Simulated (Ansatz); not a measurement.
# MP2/def2-SVP run of C2H4GaN (SMILES N=C=[CH][GaH2])

Aim: the vertical ionisation energy of C2H4GaN at MP2/def2-SVP, from 2 runs. 

Program for the calculation: Ansatz 0.2.0.

48 further runs of the same task are left out: 48 set aside as unsound or not needed. Runs told in other sessions of the task aren't counted.

## (1) Starting point

C2H4GaN has 8 atoms, charge 0, and is taken as a singlet. As SMILES, `N=C=[CH][GaH2]`. The shape is that of a PBE0-D4/def2-TZVP optimisation.

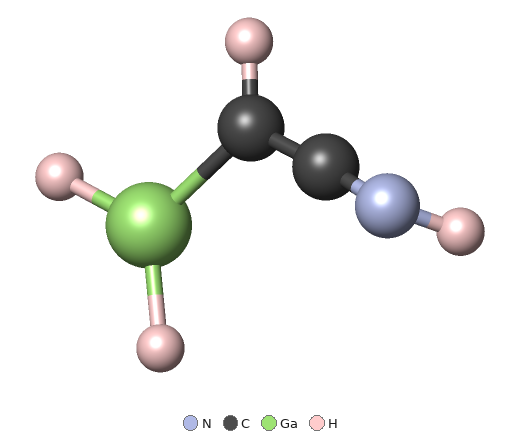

The structure, seen from a chosen angle (nitrogen light blue, carbon dark grey, gallium green, hydrogen pink).

## (2) The energy at MP2/def2-SVP

File job.yaml:

```yaml
crystal:
  periodic: [false, false, false]
  atoms:
    - symbol: "N"
      position_ang: [0.336900, 2.061700, -0.854600]
    - symbol: C
      position_ang: [0.365600, 1.114900, -0.096000]
    - symbol: C
      position_ang: [0.472300, 0.025700, 0.622800]
    - symbol: Ga
      position_ang: [-0.381300, -1.593600, 0.007200]
    - symbol: H
      position_ang: [-0.411400, 2.740600, -0.770200]
    - symbol: H
      position_ang: [1.040500, 0.073900, 1.545200]
    - symbol: H
      position_ang: [-0.231900, -2.886400, 0.876300]
    - symbol: H
      position_ang: [-1.190600, -1.536800, -1.330700]
basis:
  gaussian:
    orbitals: def2-SVP
accuracy: high
correlation:
  method: mp2
  frozen_orbitals: {C: 1, Ga: 9, H: 0, "N": 1}
```

Launch:

```bash
ansatz run job.yaml --threads 1 --pin off --max-ram 3480MiB --events-out events.jsonl --progress --plain --runs-dir runs
```

The program printed:

```text
Warning: RAYON_NUM_THREADS=1 ignored (pool sized by the plan → 1); use --threads N
Functional definition: HF
  name "HF"
  exchange = exact_x
  correlation = 0
2065 factors; integrals over basis functions are off by at most 9.3e-9 eV
mean field evaluation 1: about -55926.6462 eV, gradient 2.9e1 eV
mean field evaluation 2: about -55926.7356 eV, gradient 2.9e1 eV
mean field evaluation 4: about -55929.0409 eV, gradient 3.6e0 eV
mean field evaluation 8: about -55929.0998 eV, gradient 2.3e-1 eV
mean field -55929.10035967 eV, -2055.3565281122 hartree, gradient 4.5e-8 eV, S^2 0.000000; 0 other end points of the search recorded, 0 dependent functions left out
12 core orbitals not correlated: weight in the atoms' cores, before any rotation towards them, 1.000 or more for the frozen orbitals, at most 0.000 for the correlated occupied ones
reference -55929.10035967 eV, -2055.3565281122 hartree; 15, 15 occupied and 67, 67 virtual orbitals, 2065 factors
second order -17.20380032 eV of doubles, -0.00000000 eV of singles
Total energy: -55946.30416000 eV, -2055.9887561129 hartree
```

Run time: 4.5 s. Hardware: 1 thread of Arm Neoverse V1, shared host; peak memory 0.28 GiB.

## (3) The doublet cation, same level

File in.yaml:

```yaml
crystal:
  periodic: [false, false, false]
  atoms:
    - {symbol: N, position_ang: [0.336900, 2.061700, -0.854600]}
    - {symbol: C, position_ang: [0.365600, 1.114900, -0.096000]}
    - {symbol: C, position_ang: [0.472300, 0.025700, 0.622800]}
    - {symbol: Ga, position_ang: [-0.381300, -1.593600, 0.007200]}
    - {symbol: H, position_ang: [-0.411400, 2.740600, -0.770200]}
    - {symbol: H, position_ang: [1.040500, 0.073900, 1.545200]}
    - {symbol: H, position_ang: [-0.231900, -2.886400, 0.876300]}
    - {symbol: H, position_ang: [-1.190600, -1.536800, -1.330700]}
basis:
  gaussian: {orbitals: def2-SVP}
correlation: {method: mp2, frozen_orbitals: {C: 1, Ga: 9, H: 0, "N": 1}}
total_charge: 1
accuracy: high
magnetization: {spin_polarized: true, initial_magnetization: 1}
```

Launch:

```bash
ansatz run in.yaml --threads 1 --pin off --max-ram 3480MiB --events-out events.jsonl --progress --plain --runs-dir runs
```

The program printed (excerpt; [...] marks lines left out):

```text
Warning: RAYON_NUM_THREADS=1 ignored (pool sized by the plan → 1); use --threads N
[... 2 set-up lines as earlier in the session ...]
[...]
2062 factors; integrals over basis functions are off by at most 9.3e-9 eV
[...]
mean field -55921.01973618 eV, -2055.0595706759 hartree, gradient 4.3e-8 eV, S^2 0.908213; 4 other end points of the search recorded, 0 dependent functions left out
12 core orbitals not correlated: weight in the atoms' cores, before any rotation towards them, 1.000 or more for the frozen orbitals, at most 0.000 for the correlated occupied ones
reference -55921.01973618 eV, -2055.0595706759 hartree; 15, 14 occupied and 67, 68 virtual orbitals, 2062 factors
second order -16.04569679 eV of doubles, -0.00000000 eV of singles
Total energy: -55937.06543297 eV, -2055.6492391568 hartree
```

It took 11 s on 1 thread of Arm Neoverse V1, shared host; peak memory 0.52 GiB.

## (4) Summary of results

At MP2/def2-SVP, 12 core orbitals frozen:

| quantity | value |
| --- | --- |
| singlet C2H4GaN: total energy | -2055.98876 Eh |
| singlet C2H4GaN: correlation energy (12 core orbitals frozen) | -632.2 mEh |
| doublet cation: total energy | -2055.64924 Eh |
| doublet cation: correlation energy (12 core orbitals frozen) | -589.7 mEh |
| doublet cation: ⟨S²⟩ of the reference determinant | 0.908 |
| vertical ionisation energy (to the doublet cation) | 9.239 eV |

What this shows: The vertical ionisation energy comes to 9.24 eV (213 kcal/mol). ⟨S²⟩ (doublet cation) is 0.91 where a pure doublet has 0.75: the reference is spin-contaminated.
